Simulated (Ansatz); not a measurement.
BaZrO$_{3}$ (cubic perovskite)

Space group Pm-3m (No. 221); a = b = c = 4.181 Å, α = β = γ = 90.00°

```tsv
atom	site	symmetry	x	y	z
Ba	1a	m-3m	0.0000	0.0000	0.0000
Zr	1b	m-3m	0.5000	0.5000	0.5000
O	3c	4/mm.m	0.0000	0.5000	0.5000
```

Equation-of-state scan: isotropic scaling of the cell above, V₀ being its volume. Symmetry pins the atoms to their sites.

The numbers are results of PBEsol (plane waves to 420 eV, PAW, scalar-relativistic; Ansatz, a program for electronic structure), not measurements. k mesh 8×8×8 (Γ-centred), Fermi-Dirac smearing 0.05 eV. The energy includes the smearing's −TS. BaZrO3 is run without spin polarisation. BaZrO3 was relaxed with its symmetry unable to fall. ΔE is measured from the relaxed starting cell.

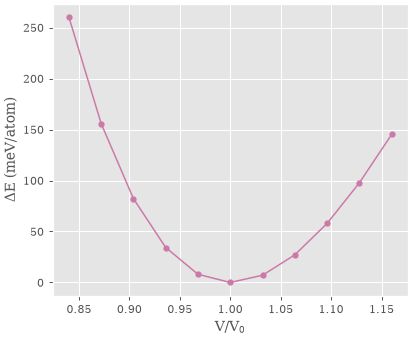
Figure. ΔE (meV/atom) against V/V₀; computed points joined by lines.

**Question.** What is ΔE at V/V₀ = 0.840?

**Answer.** About 260 meV/atom.

**Question.** What is ΔE at V/V₀ = 1.160?

**Answer.** About 150 meV/atom.

**Question.** What bulk modulus B₀ follows from a third-order Birch-Murnaghan fit?

**Answer.** About 160 GPa.

(A scan under strain: stresses follow from slopes of the energy per volume, elastic moduli from its curvatures.)
